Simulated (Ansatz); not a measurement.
## CuRe: relaxing a made-up structure

This structure for CuRe is made up. Its elements were placed in a known structure type with a cell scaled to their sizes. What cell does the guess relax to, and how far off was it?

Main program and level: Ansatz 0.2.0; DFT, PBE, plane-wave PAW, files of the set soft_1, scalar-relativistic, ferromagnetic start, cell and ions relaxed at zero pressure; PAW set soft_1, in the first sound run; inputs show where later runs differ.

## (1) The structure

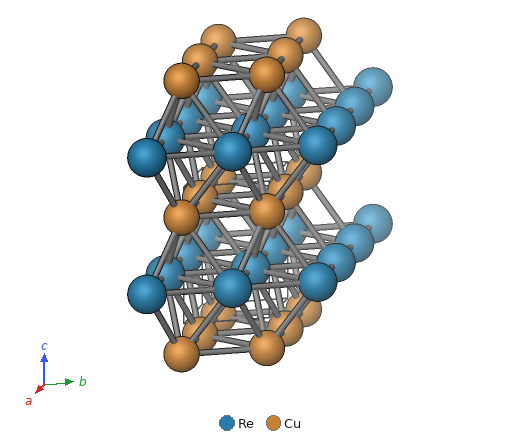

The cell as given, slightly off an axis (rhenium blue, copper orange). 3×2×2 cells are drawn. Some periodic images of atoms are drawn too.

## (2) Relaxation of the guess

The guess takes its coordinates from another compound and its volume from a rule, so the cell and any free coordinates are relaxed together.

Input file input.yaml:

```yaml
crystal:
  lattice:
    - [2.774, 0.0, 0.0]
    - [-1.387, 2.40235447, 0.0]
    - [0.0, 0.0, 4.33]
  atoms:
    - { symbol: Re, position: [0.0, 0.0, 0.5], spin: 1.0 }
    - { symbol: Cu, position: [0.666666667, 0.333333333, 0.0], spin: 0.6 }
magnetization:
  spin_polarized: true
kpoints:
  mp_grid: { grid: [11, 11, 6] }
scf:
  occupations: { method: fermi_dirac, width: 0.05 }
hamiltonian:
  xc: pbe
  pseudopotentials: { kind: paw, azcp: { folder: soft_1 } }
relax:
  f_tol: 0.015
  max_steps: 70
  cell: {}
output:
  forces: true
  stress: true
```

The run is started by

```console
$ ansatz run input.yaml --threads 4 --pin off --max-ram 8192MiB --backend cpu --events-out ev --progress --plain --runs-dir out
```

Numbers of over 12 decimals in the logs are rounded to 6 here.

Output:

```text
Engine: ansatz 0.2.0, aarch64-unknown-linux-gnu
Pseudopotentials: kind: paw
Pseudopotential: Re, paw, valence charge 15, recommended cutoff 420 eV (normal), soft_1/Re.paw.azcp
Pseudopotential: Cu, paw, valence charge 19, recommended cutoff 420 eV (normal), soft_1/Cu.paw.azcp
Functional definition: PBE
  parameter kappa = 0.804
  parameter beta = 0.066725
  exchange = pbe_x(kappa = kappa, mu = beta*pi^2/3)
  correlation = pbe_c(beta = beta)
Crystal: 2 atoms, lattice volume = 28.856 Å³
Basis set: ecut = 420 eV, 579 PW (Γ), exchange–correlation on 40×40×60 points (8 copies of the dense FFT grid, shifted against one another)
Bands: 22, of which v1, the nominal top of the filled ones, is band 17 counted from 1 (16 counted from 0)
Symmetry: 12 space group operations
Space group: P-6m2 (ITA 187), of the structure as read, at distance tolerance 3.1e-5 Å
Magnetic group: BNS 187.209 (UNI 1439), of the structure as read, at distance tolerance 3.1e-5 Å
k-points: 64 of 726 (time reversal used)
Non-local potential: Re, projectors of the file, l = 0: 3, l = 1: 2, l = 2: 2, l = 3: 1
Non-local potential: Cu, projectors of the file, l = 0: 3, l = 1: 2, l = 2: 3, l = 3: 1
PAW form: soft (Blöchl's): semilocal exchange-correlation on the pseudo side does not see the compensation charge
PAW one-centre angular grid: Re, 590 points (default); XC on 64 Gauss nodes
PAW one-centre angular grid: Cu, 590 points (default); XC on 64 Gauss nodes
Initial density: superposition of atomic densities (chi_scale 0.1, normalization cell)
Starting moments: Σ|m| = 1.6 μB on 2 of 2 sites
Initial wavefunctions: pseudopotential atomic-orbital guess
Functional: x = pbe(κ = 0.804, μ = 0.219515), c = pbe(β = 0.066725)
SCF iter   1: F=—  HF=-17495.793062 eV  |F-HF|=—  |Δ(HF+E_count)|=         —  Δρ=1.81e-1 (↑1.81e-1 ↓1.78e-1)  dr2=2.88e1  dr2_m=9.56e-2  M=0.625 μB ∫|m|=0.640 μB  β_m=0.30  ethr=3.10e-3  ⟨swp⟩=4.3  Hψ=10645  notcnv=0
Mixer restart at iter 1: flushing history
preconditioner: auto → none  [metal: Δε(μ)=0.017 eV  Ē_g=7.681 eV  σ=0.050 eV  W_gap=0.08  n_scr=8 (ndim 8)  ℏωp=29.3 eV  f_vac=0.000  D(μ)=2.52/eV (n_scr^D=34)  sad-step TF]
SCF iter   2: F=—  HF=-17494.512178 eV  |F-HF|=—  |Δ(HF+E_count)|=    1.28e0  Δρ=5.65e-2 (↑5.65e-2 ↓5.64e-2)  dr2=1.56e0  dr2_m=6.20e-2  M=0.554 μB ∫|m|=0.554 μB  β_m=0.27  ethr=3.10e-3  ⟨swp⟩=3.4  Hψ=7954  notcnv=0  defer=7
SCF iter   3: F=—  HF=-17493.707286 eV  |F-HF|=—  |Δ(HF+E_count)|=   8.05e-1  Δρ=2.33e-2 (↑2.33e-2 ↓1.83e-2)  dr2=2.59e-1  dr2_m=4.56e-2  M=0.494 μB ∫|m|=0.495 μB  β_m=0.40  ethr=3.10e-3  ⟨swp⟩=2.0  Hψ=6066  notcnv=0  defer=22
SCF iter   4: F=—  HF=-17493.685730 eV  |F-HF|=—  |Δ(HF+E_count)|=         —  Δρ=1.75e-2 (↑1.66e-2 ↓1.75e-2)  dr2=1.16e-1  dr2_m=5.37e-2  M=0.165 μB ∫|m|=0.166 μB  β_m=0.40  ethr=7.62e-4  ⟨swp⟩=2.5  Hψ=5656  notcnv=0  defer=16
Mixer restart at iter 4: flushing history
SCF iter   5: F=—  HF=-17493.731253 eV  |F-HF|=—  |Δ(HF+E_count)|=   4.55e-2  Δρ=2.54e-2 (↑2.54e-2 ↓2.32e-2)  dr2=4.10e-1  dr2_m=2.00e-2  M=0.160 μB ∫|m|=0.160 μB  β_m=0.22  ethr=3.42e-4  ⟨swp⟩=2.6  Hψ=4650  notcnv=0  defer=16  recentre
SCF iter   6: F=—  HF=-17493.683951 eV  |F-HF|=—  |Δ(HF+E_count)|=   4.73e-2  Δρ=1.19e-2 (↑1.14e-2 ↓1.19e-2)  dr2=2.99e-2  dr2_m=2.91e-2  M=0.139 μB ∫|m|=0.139 μB  β_m=0.13  ethr=3.42e-4  ⟨swp⟩=2.1  Hψ=5289  notcnv=0
SCF iter   7: F=—  HF=-17493.687740 eV  |F-HF|=—  |Δ(HF+E_count)|=   3.79e-3  Δρ=8.10e-3 (↑8.10e-3 ↓7.99e-3)  dr2=3.37e-3  dr2_m=1.42e-2  M=0.112 μB ∫|m|=0.112 μB  β_m=0.29  ethr=8.78e-5  ⟨swp⟩=2.0  Hψ=3690  notcnv=0
SCF iter   8: F=—  HF=-17493.695563 eV  |F-HF|=—  |Δ(HF+E_count)|=   7.82e-3  Δρ=1.67e-3 (↑1.37e-3 ↓1.67e-3)  dr2=2.87e-4  dr2_m=5.92e-4  M=0.029 μB ∫|m|=0.030 μB  β_m=0.36  ethr=9.91e-6  ⟨swp⟩=2.0  Hψ=5628  notcnv=0
SCF iter   9: F=—  HF=-17493.695589 eV  |F-HF|=—  |Δ(HF+E_count)|=   2.62e-5  Δρ=4.50e-4 (↑4.50e-4 ↓4.36e-4)  dr2=3.57e-5  dr2_m=3.26e-5  M=0.009 μB ∫|m|=0.010 μB  β_m=0.68  ethr=8.43e-7  ⟨swp⟩=2.0  Hψ=4209  notcnv=0
SCF iter  10: F=—  HF=-17493.695652 eV  |F-HF|=—  |Δ(HF+E_count)|=   6.28e-5  Δρ=3.86e-4 (↑3.86e-4 ↓2.65e-4)  dr2=8.22e-5  dr2_m=1.10e-5  M=0.004 μB ∫|m|=0.005 μB  β_m=0.68  ethr=1.05e-7  ⟨swp⟩=2.0  Hψ=4496  notcnv=0
SCF iter  11: F=—  HF=-17493.695654 eV  |F-HF|=—  |Δ(HF+E_count)|=   1.74e-6  Δρ=1.46e-4 (↑1.46e-4 ↓5.56e-5)  dr2=4.36e-6  dr2_m=1.68e-6  M=0.001 μB ∫|m|=0.002 μB  β_m=0.74  ethr=1.05e-7  ⟨swp⟩=2.2  Hψ=3785  notcnv=0
SCF iter  12: F=—  HF=-17493.695654 eV  |F-HF|=—  |Δ(HF+E_count)|=   1.93e-7  Δρ=4.60e-5 (↑5.06e-6 ↓4.60e-5)  dr2=4.68e-7  dr2_m=1.38e-7  M=0.000 μB ∫|m|=0.000 μB  β_m=0.87  ethr=1.28e-8  ⟨swp⟩=2.2  Hψ=3911  notcnv=0
SCF iter  13: F=—  HF=-17493.695654 eV  |F-HF|=—  |Δ(HF+E_count)|=   1.03e-8  Δρ=1.42e-5 (↑1.27e-5 ↓1.42e-5)  dr2=7.57e-8  dr2_m=2.69e-8  M=-0.000 μB ∫|m|=0.000 μB  β_m=0.84  ethr=1.38e-9  ⟨swp⟩=1.6  Hψ=3148  notcnv=0
SCF iter  14: F=—  HF=-17493.695654 eV  |F-HF|=—  |Δ(HF+E_count)|=   5.28e-9  Δρ=2.94e-6 (↑2.94e-6 ↓2.61e-6)  dr2=5.45e-10  dr2_m=1.96e-9  M=-0.000 μB ∫|m|=0.000 μB  β_m=0.81  ethr=2.23e-10  ⟨swp⟩=1.5  Hψ=3133  notcnv=0
SCF iter  15: F=—  HF=-17493.695654 eV  |F-HF|=—  |Δ(HF+E_count)|=  7.28e-11  Δρ=1.77e-7 (↑1.77e-7 ↓1.41e-7)  dr2=7.94e-12  dr2_m=5.36e-12  M=0.000 μB ∫|m|=0.000 μB  β_m=0.88  ethr=1.60e-12  ⟨swp⟩=2.0  Hψ=4577  notcnv=0
SCF iter  16: F=-17493.695654 eV  HF=-17493.695654 eV  |F-HF|=1.09e-11  |Δ(HF+E_count)|=  2.18e-11  Δρ=6.92e-8 (↑6.92e-8 ↓6.72e-8)  dr2=4.28e-12  dr2_m=4.33e-13  M=0.000 μB ∫|m|=0.000 μB  ethr=1.00e-12  ⟨swp⟩=1.0  Hψ=6144  notcnv=0
WARN: the starting moments were not kept: the SCF closed with an absolute magnetisation of 6.6e-7 μB, where they sum to 1.6 μB in size (2 sites). That is at most 0.1 of that sum. Measured as dr2_m measures the in/out step, that magnetisation stands 1.6e-13 eV from none, at or under the dr2_threshold of 1.0e-7 eV: it is no larger than a step whose dr2_m would equal this threshold. The system may hold no moment; this S [...]
SCF 1 converged in 16 iterations: F = -17493.695654 eV  dr2 = 4.28e-12
  greatest PAW one-centre occupation: 1.000 electrons in one spin orbital (limit 2), on the Re atom at site 0 (counted from 0), in its partial waves of l = 0
relax step   1: F+E_penalty+E_count = -17493.69565377 eV  Δ(F+E_penalty+E_count) = +0.000e0 eV  max|allowed force component| = 2.082e-16 eV/Å  Δτ_max = 0.0000 Å  P = -11.968 GPa  Ω = 28.856 Å³  (16 SCF iters, dr2 threshold 1.00e-7 eV, accepted)
Crystal: 2 atoms, lattice volume = 26.431 Å³
[...]
SCF iter  10: F=-17493.818930 eV  HF=-17493.818930 eV  |F-HF|=1.60e-10  |Δ(HF+E_count)|=   1.31e-9  Δρ=6.63e-7 (↑2.93e-7 ↓6.63e-7)  dr2=1.84e-10  dr2_m=4.43e-11  M=-0.000 μB ∫|m|=0.000 μB  ethr=2.96e-11  ⟨swp⟩=1.3  Hψ=6916  notcnv=0
the starting moments were not kept: the SCF closed with an absolute magnetisation of 3.6e-6 μB, where they sum to 1.6 μB in size (2 sites). That is at most 0.1 of that sum. Measured as dr2_m measures the in/out step, that magnetisation stands 9.4e-12 eV from none, at or under the dr2_threshold of 2.0e-7 eV: it is no larger than a step whose dr2_m would equal this threshold.
SCF 3 converged in 10 iterations: F = -17493.818930 eV  dr2 = 1.84e-10
relax step   3: F+E_penalty+E_count = -17493.81892987 eV  Δ(F+E_penalty+E_count) = -3.033e-2 eV  max|allowed force component| = 5.551e-17 eV/Å  Δτ_max = 0.0000 Å  P = -0.445 GPa  Ω = 27.486 Å³  energy of the carried Pulay correction = +7.064e-4 eV  (10 SCF iters, dr2 threshold 2.00e-7 eV, accepted)
[...]
relax step   4: F+E_penalty+E_count = -17493.82086281 eV  Δ(F+E_penalty+E_count) = -1.933e-3 eV  max|allowed force component| = 8.789e-17 eV/Å  Δτ_max = 0.0000 Å  P = +0.070 GPa  Ω = 27.459 Å³  energy of the carried Pulay correction = +7.096e-4 eV  (8 SCF iters, dr2 threshold 2.00e-7 eV, accepted)
[...]
relax step   5: F+E_penalty+E_count = -17493.82099790 eV  Δ(F+E_penalty+E_count) = -1.351e-4 eV  max|allowed force component| = 1.295e-16 eV/Å  Δτ_max = 0.0000 Å  P = +0.011 GPa  Ω = 27.478 Å³  energy of the carried Pulay correction = +6.939e-4 eV  (7 SCF iters, dr2 threshold 2.00e-7 eV, accepted)
Basis set: ecut = 420 eV, 549 PW (Γ), exchange–correlation on 36×36×60 points (8 copies of the dense FFT grid, shifted against one another)
Initial wavefunctions: pseudopotential atomic-orbital guess (no wavefunctions were taken with the density)
iter 1 solved again at ethr=2.56e-8 eV; its pass at ethr=3.10e-3 eV (dr2=8.72e-6 eV) is discarded
SCF iter   1: F=—  HF=-17493.820135 eV  |F-HF|=—  |Δ(HF+E_count)|=         —  Δρ=2.61e-4 (↑2.61e-4 ↓2.61e-4)  dr2=3.79e-6  dr2_m=7.19e-12  M=-0.000 μB ∫|m|=0.000 μB  β_m=0.65  ethr=2.56e-8  ⟨swp⟩=3.0  Hψ=18730  notcnv=0
preconditioner: auto → none  [metal: Δε(μ)=0.029 eV  Ē_g=8.745 eV  σ=0.050 eV  W_gap=0.14  n_scr=2 (ndim 8)  ℏωp=30.1 eV  f_vac=0.000  D(μ)=1.78/eV (n_scr^D=22)]
SCF iter   2: F=—  HF=-17493.820252 eV  |F-HF|=—  |Δ(HF+E_count)|=   1.17e-4  Δρ=1.28e-4 (↑1.28e-4 ↓1.28e-4)  dr2=4.97e-6  dr2_m=2.31e-12  M=-0.000 μB ∫|m|=0.000 μB  β_m=0.56  ethr=1.11e-8  ⟨swp⟩=2.0  Hψ=4800  notcnv=0
SCF iter   3: F=—  HF=-17493.820268 eV  |F-HF|=—  |Δ(HF+E_count)|=   1.57e-5  Δρ=1.54e-4 (↑1.54e-4 ↓1.54e-4)  dr2=1.74e-5  dr2_m=1.02e-12  M=-0.000 μB ∫|m|=0.000 μB  β_m=0.40  ethr=1.11e-8  ⟨swp⟩=2.0  Hψ=4986  notcnv=0  recentre
SCF iter   4: F=—  HF=-17493.820268 eV  |F-HF|=—  |Δ(HF+E_count)|=   3.62e-7  Δρ=3.52e-5 (↑3.51e-5 ↓3.52e-5)  dr2=4.63e-7  dr2_m=7.02e-13  M=-0.000 μB ∫|m|=0.000 μB  β_m=0.39  ethr=1.11e-8  ⟨swp⟩=2.0  Hψ=4734  notcnv=0
SCF iter   5: F=—  HF=-17493.820269 eV  |F-HF|=—  |Δ(HF+E_count)|=   1.04e-6  Δρ=4.32e-6 (↑4.31e-6 ↓4.32e-6)  dr2=5.30e-9  dr2_m=3.33e-13  M=-0.000 μB ∫|m|=0.000 μB  β_m=0.56  ethr=1.36e-9  ⟨swp⟩=2.0  Hψ=3374  notcnv=0
SCF iter   6: F=—  HF=-17493.820269 eV  |F-HF|=—  |Δ(HF+E_count)|=   4.46e-8  Δρ=5.77e-7 (↑5.72e-7 ↓5.77e-7)  dr2=5.26e-10  dr2_m=5.86e-14  M=-0.000 μB ∫|m|=0.000 μB  β_m=0.78  ethr=1.56e-11  ⟨swp⟩=2.0  Hψ=3989  notcnv=0
SCF iter   7: F=—  HF=-17493.820274 eV  |F-HF|=—  |Δ(HF+E_count)|=   5.22e-6  Δρ=4.09e-7 (↑4.07e-7 ↓4.09e-7)  dr2=3.32e-10  dr2_m=7.44e-15  M=-0.000 μB ∫|m|=0.000 μB  β_m=0.89  ethr=1.55e-12  ⟨swp⟩=2.0  Hψ=4770  notcnv=0
SCF iter   8: F=—  HF=-17493.820274 eV  |F-HF|=—  |Δ(HF+E_count)|=  8.26e-10  Δρ=1.68e-7 (↑1.68e-7 ↓1.68e-7)  dr2=1.22e-11  dr2_m=1.14e-16  M=0.000 μB ∫|m|=0.000 μB  β_m=0.82  ethr=1.00e-12  ⟨swp⟩=2.0  Hψ=4268  notcnv=0
SCF iter   9: F=-17493.820274 eV  HF=-17493.820274 eV  |F-HF|=1.09e-11  |Δ(HF+E_count)|=  2.55e-11  Δρ=6.20e-8 (↑6.19e-8 ↓6.20e-8)  dr2=1.71e-12  dr2_m=3.68e-17  M=0.000 μB ∫|m|=0.000 μB  ethr=1.00e-12  ⟨swp⟩=3.0  Hψ=9976  notcnv=0
the starting moments were not kept: the SCF closed with an absolute magnetisation of 9.2e-9 μB, where they sum to 1.6 μB in size (2 sites). That is at most 0.1 of that sum. Measured as dr2_m measures the in/out step, that magnetisation stands 2.1e-17 eV from none, at or under the dr2_threshold of 2.0e-11 eV: it is no larger than a step whose dr2_m would equal this threshold.
SCF 6 converged in 9 iterations: F = -17493.820274 eV  dr2 = 1.71e-12
relax step   6: F+E_penalty+E_count = -17493.82027399 eV  Δ(F+E_penalty+E_count) = +7.239e-4 eV  max|allowed force component| = 1.249e-16 eV/Å  Δτ_max = 0.0000 Å  P = +0.021 GPa  Ω = 27.478 Å³  stress off target by 3.39e-2 GPa  SCF on the basis re-selected at this cell (its energy is not comparable with the rows above)  (9 SCF iters)
basis re-selected at this cell: Δ(F+E_penalty+E_count) = +7.239e-4 eV, ΔP = +0.010 GPa vs the last step (what re-selecting the basis moved, of the pressure what is left beyond the Pulay correction that the steps carried, after the strain that the cell walked since its last selection, with what the two solves' SCF thresholds leave and, on support functions, any second-order correction that the steps lacked; it is no measure of the basis error at this ecutwfc). The dense FFT grid was sized anew with the basis: this SCF ran on 18×18×30 points, the steps before it on 20×20×30, so part of this shift can come from that change (see relax.cell in the input reference). [rest of the remark cut]
SCF converged after 9 iterations
Magnetization: 0.0000 μB (17.0000 up, 17.0000 down)
Absolute magnetization: 0.0000 μB (∫|ρ↑−ρ↓|, with the PAW one-centre terms)
Spin contamination: 0.0000 ħ² per cell (⟨S²⟩ above its minimum at these occupations)
Per-site moments (μB) at R_I (Å): [(6.033733944108884e-9, 1.102253), (3.2996613714714833e-10, 1.102253)]
Free energy (F): -17493.820274 eV
Harris-Foulkes:  -17493.820274 eV  (|F-HF|=1.09e-11)
Internal energy: -17493.805636 eV  (E = F + TS)
E sigma→0 (E₀):  -17493.812955 eV
Entropy (-TS):   -0.014638 eV (-7.319 meV/atom)
Fermi energy:    20.111994 eV
--- Per-component energies (eV) ---
  E_band       = -437.795406
  E_kinetic    = 782.630915
  E_local      = -5594.933910  (includes V_loc(G=0)·N_el)
  E_nonlocal   = 967.195704
  E_hartree    = 2336.488264
  E_xc         = -425.081593
  E_vxc        = -378.573429  (∫ρ·V_xc dr)
  E_paw        = -10516.525323  (= ΣΔE_a)
  E_vpaw       = -887.092163  (= ΣTr[D̂ρ^β])
  E_aug_tail   = 0.001048  (compensation charges beyond the density's cutoff)
  E_ewald      = -5043.580740
  E_smearing   = -0.014638  (= −TS)
  E_closure    = -0.000000  (closes the sum)
  Σ components = -17493.820274   (vs F -17493.820274, Δ=0.00e0)
--- Forces (eV/Å), atoms counted from 1 ---
  atom   1  Re     0.00000000    -0.00000000     0.00000000
  atom   2  Cu     0.00000000     0.00000000     0.00000000
  max |Σ_I F_I| component: 1.20e-16 eV/Å
--- Stress (GPa, compression-positive) ---
        0.014281       0.000000      -0.000000
        0.000000       0.014281      -0.000000
       -0.000000      -0.000000       0.033899
  P = ⅓ Tr σ = 0.0208 GPa (0.208 kbar)
--- Relaxed structure (5 steps of the walk, 5 accepted, 1 SCFs on fresh bases) ---
  F+E_penalty+E_count = -17493.82027399 eV   max|allowed force component| = 1.249e-16 eV/Å   (the final SCF, on the basis selected at the relaxed cell)
  cell:  # Å, volume = 27.4778 Å³
    - [2.672129, 0, 0.0]
    - [-1.336065, 2.314132, 0.0]
    - [0.0, 0.0, 4.443611]
  atoms:
    - { symbol: Re, position: [-1.8503717085702407e-17, -1.8503717059853013e-17, 0.500000] }
    - { symbol: Cu, position: [0.666667, 0.333333, 0.0] }
```

It took 14 s on 4 threads of Arm Neoverse V2, shared host; peak memory 0.35 GiB; 52 s of CPU time.

Relaxation path:

```
step  energy less that of the first step (eV)  largest force component (eV/Å)  pressure (GPa)  volume (Å³)
   1                                   0.0000                          0.0000          -11.97        28.86
   2                                  -0.0929                          0.0000           10.50        26.43
   3                                  -0.1233                          0.0000           -0.44        27.49
   4                                  -0.1252                          0.0000            0.07        27.46
   5                                  -0.1253                          0.0000            0.01        27.48
  6*                                  -0.1246                          0.0000            0.02        27.48
```

Relaxation steps marked * repeat the geometry before them on a plane-wave basis chosen anew for their cell, so energy and pressure can jump there.

Forces are held to the 12 operations that the run works with; a distortion that breaks them can't arise in this run.

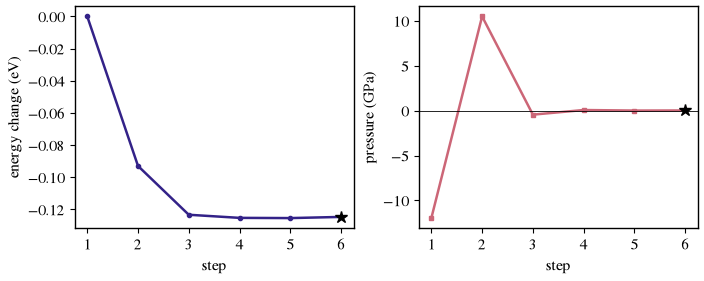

Energy and pressure along the relaxation. Stars mark steps on a basis chosen anew.

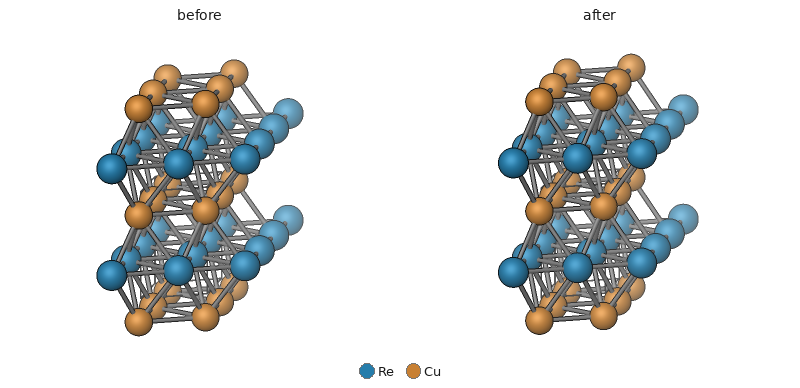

Before and after, at one scale.

```
conventional cell, symmetrised  before  after  change
                         a (Å)   2.774  2.672  -3.7 %
                         b (Å)   2.774  2.672  -3.7 %
                         c (Å)   4.330  4.444  +2.6 %
              volume (Å³/atom)   14.43  13.74  -4.8 %
```

Final coordinates:

```xyz
2
Lattice="2.6721 0.0000 0.0000 -1.3361 2.3141 0.0000 0.0000 0.0000 4.4436" Properties=species:S:1:pos:R:3 pbc="T T T"
Re    0.0000    0.0000    2.2218
Cu    1.3361    0.7714    0.0000
```

This step gave:

```yaml
free_energy: -17493.8203 eV
energy_at_zero_smearing: -17493.8130 eV
smearing_term_ts: 0.01464 eV
fermi_energy: 20.11 eV
electrons: 34
symmetry_operations: 12
pressure: 0.02082 GPa
```

The shortest distance of each pair, which need not be the same contact before and after:

```
 pair  guess (Å)  relaxed (Å)
Re–Re      2.774        2.672
Cu–Cu      2.774        2.672
Cu–Re      2.693        2.705
```

The relaxation ends with a pressure of 0.02 GPa. The starting moments have collapsed: the run ends non-magnetic.

(Continued in part 2 of 2.)

[Logs are printed without paths, hosts, clocks, repeated set-up lines and the standing remarks that a program may print on its own settings, such as how far it seeks lower states.]

[Hosts, paths, dates, database ids (printed as entryN), source tags and the programs' standing remarks are cut or masked in the printed files.]
